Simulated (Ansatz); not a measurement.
Fields on a plane of Na (bcc, W type)

```yaml
crystal:
  lattice:
    - [-2.09826, 2.09826, 2.09826]
    - [2.09826, -2.09826, 2.09826]
    - [2.09826, 2.09826, -2.09826]
  atoms:
    - { symbol: Na, position: [0.00000, 0.00000, 0.00000] }
```

The slice is a {211} plane (indices of the conventional cell) through the point (0.000, 0.000, 0.000) (fractional), spanned by u = [111] and v = [1 0 -1] in vectors of this cell: u (3.63 Å) and v (5.93 Å, at 90° to u). It covers one period; positions are fractions (u, v).

Atoms on it: Na at (0.00, 0.00).

Method: PBE (plane waves to 420 eV, PAW, scalar-relativistic; Ansatz, an electronic-structure program). k mesh 16×16×16. These are valence fields of a PAW run, semicore shells included where kept as valence: close to a nucleus they are smooth pseudo fields. Na was relaxed with its symmetry unable to fall.

```tsv
v \ u	0.00	0.12	0.24	0.35	0.47	0.59	0.71	0.82	0.94
0.86	x	x	0.0	2.1	3.0	2.7	1.3	-1.6	x
0.71	2.6	2.8	3.0	3.3	3.4	3.3	3.1	2.9	2.7
0.57	3.4	3.2	2.9	2.7	2.5	2.6	2.8	3.1	3.3
0.43	3.4	3.2	2.9	2.7	2.5	2.6	2.8	3.1	3.3
0.29	2.6	2.8	3.0	3.3	3.4	3.3	3.1	2.9	2.7
0.14	x	x	0.0	2.1	3.0	2.7	1.3	-1.6	x
0.00	x	x	x	0.6	2.2	1.7	-1.5	x	x
```

Values: electrostatic potential energy of an electron, from the cell's mean, in eV. Points within 1 Å of a nucleus are blanked (x), as the pseudised field means little there. The zero, the cell's mean, hangs on the PAW cores.

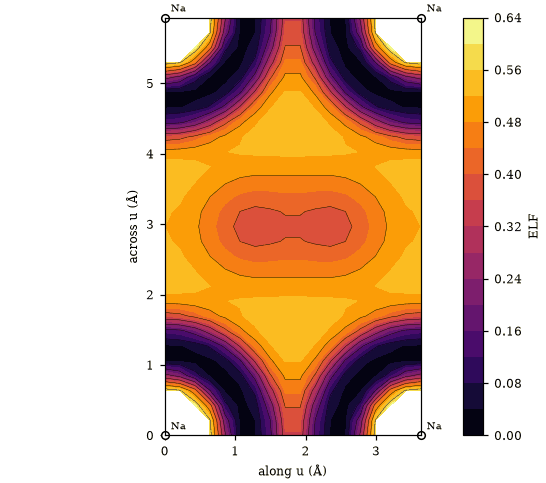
Electron localisation function (ELF), one period of the plane, atoms marked. Points within 0.5 Å of a nucleus are left white, as the pseudised field means little there.

| Item | Value |
|---|---|
| Density on the Na–Na line (3.63 Å) at its midpoint | 0.03 e/Å³ |
| ELF at that point | 0.4 |
